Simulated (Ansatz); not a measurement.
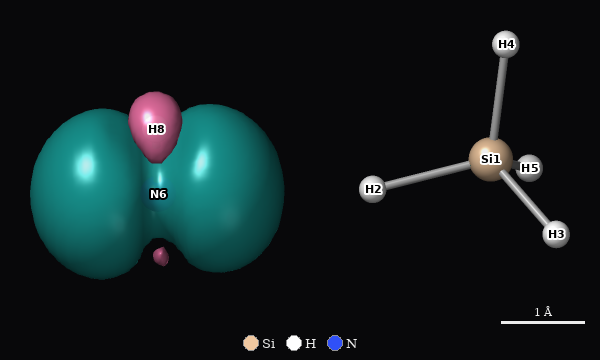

Figure. SiH4···NH2 (doublet). Isosurfaces of the spin density at +0.015 (teal) and −0.015 e/Å³ (pink), seen from one side.

All numbers below come from Ansatz 0.2.0, UKS BHLYP-D4/def2-SVP.

```xyz
8

Si    0.0448   -0.0234   -0.2052
H     0.3300   -0.1814    1.2402
H     1.3168    0.0257   -0.9627
H    -0.7061    1.2363   -0.4262
H    -0.7716   -1.1653   -0.6786
N     0.3020   -0.1726    3.8453
H    -0.6476   -0.5575    3.8557
H     0.1330    0.8381    3.8529
```

Question: Where is the unpaired spin?

Answer: The unpaired spin (1 electron) lies mostly on N6 (about 0.9), in electrons by Hirshfeld's partition.
